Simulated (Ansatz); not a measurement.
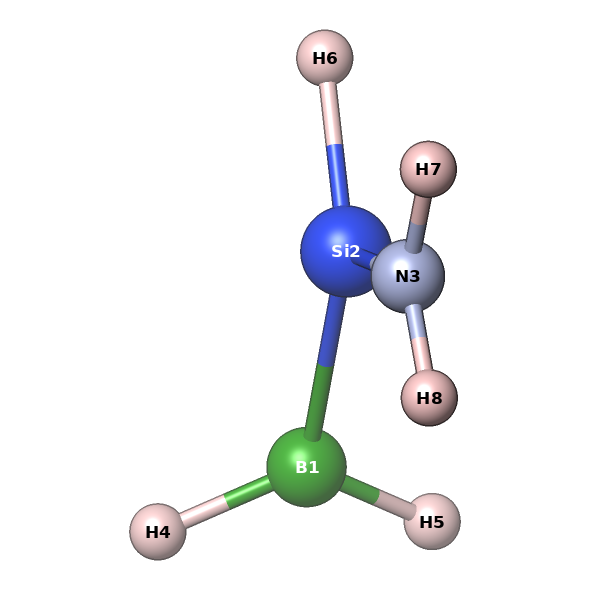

Si2 lies behind N3. The molecule seen a little off the N3–Si2 bond, N3 in front. Depth is shown by fading: the farther an atom, the more it takes the colour of the background. The species has charge +1 and is a spin singlet. The geometry was computed by an optimisation with PBE0-D4/def2-TZVP. No frequency run is at hand to confirm it as a minimum.

> What is the torsion angle H7–N3–Si2–B1? The sign is positive where the front bond must turn clockwise to cover the back bond.

180°, antiperiplanar (anti).
